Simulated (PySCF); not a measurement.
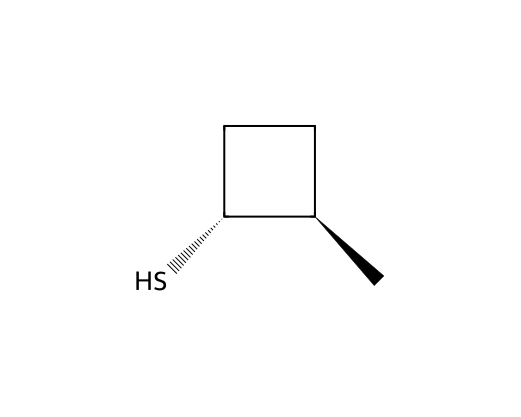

Question: Transcribe the drawing into SMILES.

Answer: C[C@@H]1CC[C@H]1S

Question: What is the molecular formula?

Answer: C5H10S.

Question: An optimisation with GFN2-xTB gave a structure of which point group?

Answer: C1.

The parts below concern this one geometry. Atoms keep their numbers from picture to picture. Computed geometry: GFN2-xTB optimisation. No frequency run is at hand to confirm it as a minimum.

**Geometry**

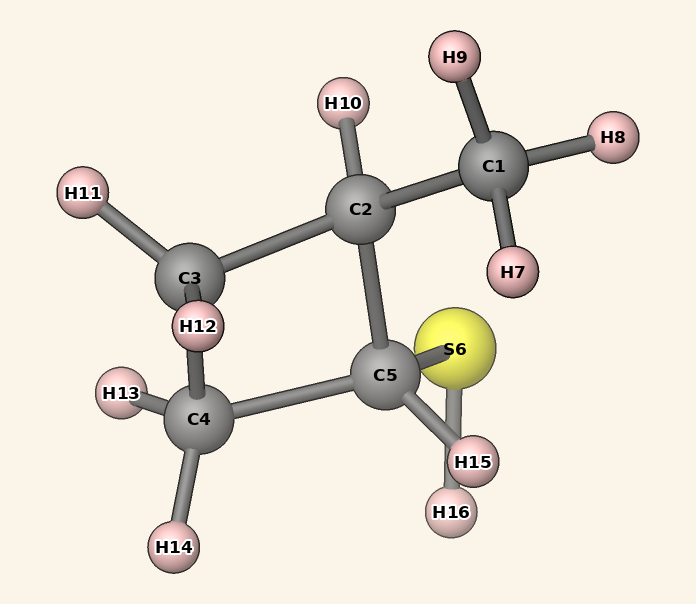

S6 lies behind C5. The molecule seen a little off the C5–S6 bond, C5 in front. Depth is shown by fading: the farther an atom, the more it takes the colour of the background. No frequency run is at hand to confirm it as a minimum.

Question: What is the torsion angle C2–C5–S6–H16? The sign is positive where the front bond must turn clockwise to cover the back bond.

Answer: −177°, antiperiplanar (anti).

**NMR shielding**

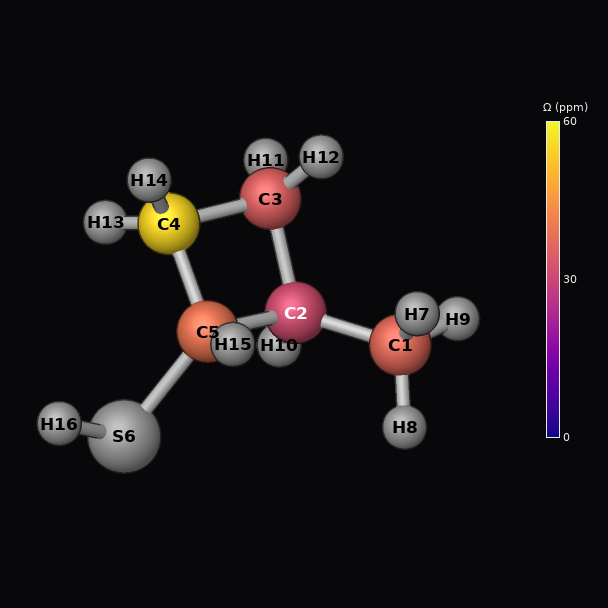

The C atoms are coloured by the span of their shielding tensor. No frequency run is at hand to confirm it as a minimum. Method: GIAO PBE0/pcSseg-1 NMR shielding, non-relativistic, gas phase (PySCF 2.14.0). Principal shieldings σ11 ≤ σ22 ≤ σ33, span Ω = σ33 − σ11, skew κ = 3(σiso − σ22)/Ω.

Question: Which C atom has the most anisotropic shielding?

Answer: C4, with a span of 56 ppm.

Give the shielding tensors of the C atoms.

```json
{"atom": "C1", "σ11": "148.4", "σ22": "155.6", "σ33": "186.0", "σiso": "163.3", "Ω": "37.5", "κ": "0.62"}
{"atom": "C2", "σ11": "136.0", "σ22": "141.6", "σ33": "167.8", "σiso": "148.5", "Ω": "31.9", "κ": "0.64"}
{"atom": "C3", "σ11": "145.8", "σ22": "154.5", "σ33": "181.5", "σiso": "160.6", "Ω": "35.7", "κ": "0.51"}
{"atom": "C4", "σ11": "127.8", "σ22": "150.6", "σ33": "183.3", "σiso": "153.9", "Ω": "55.5", "κ": "0.18"}
{"atom": "C5", "σ11": "121.0", "σ22": "146.6", "σ33": "160.5", "σiso": "142.7", "Ω": "39.4", "κ": "−0.30"}
```

Shieldings and span in ppm.

**Dipole moment**

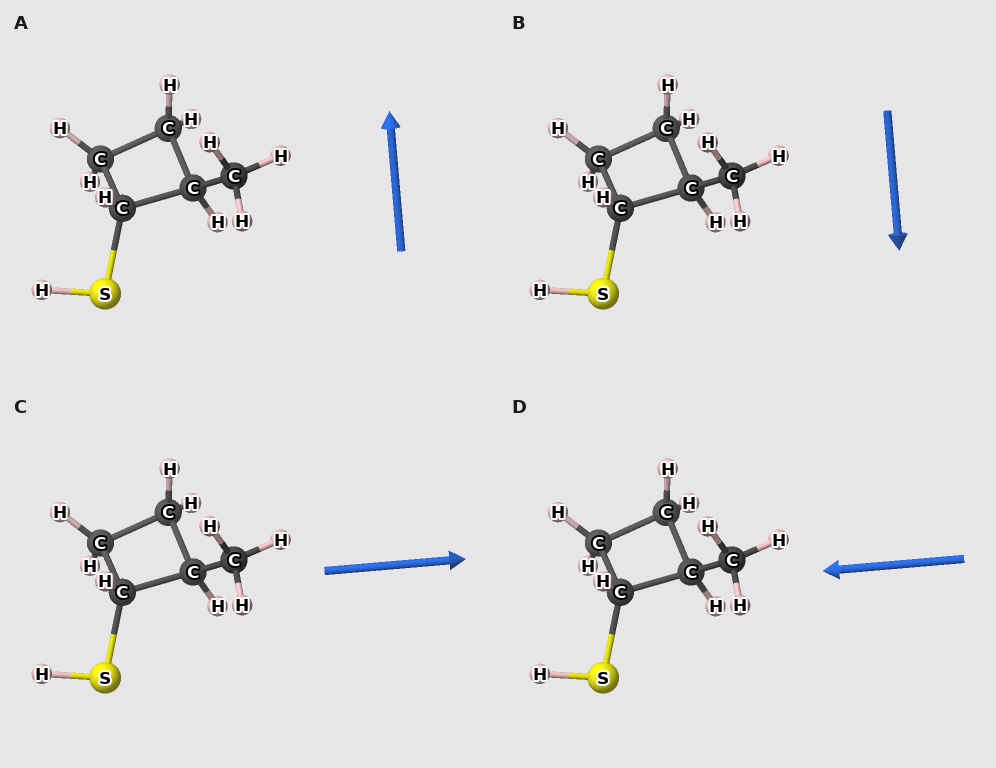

The same molecule four times, each with an arrow. No frequency run is at hand to confirm it as a minimum. Properties computed with PBE0/def2-SVPD, gas phase (PySCF 2.14.0).

Question: Which arrow points along the dipole moment, from the negative to the positive end?

Answer: A. The dipole moment is 1.75 D.

**Electronic properties**

No frequency run is at hand to confirm it as a minimum. Properties computed with PBE0/def2-SVPD, gas phase (PySCF 2.14.0). Excitations: vertical, linear response.

Question: Give the brightest of the 6 lowest singlets at this level.

Answer: 7.61 eV.

Question: What is the mean static polarisability?

Answer: 79.4 bohr³.

Question: What is the HOMO energy (Kohn–Sham orbital)?

Answer: −6.68 eV.

Question: Estimate the LUMO energy (Kohn–Sham orbital).

Answer: 0.33 eV.
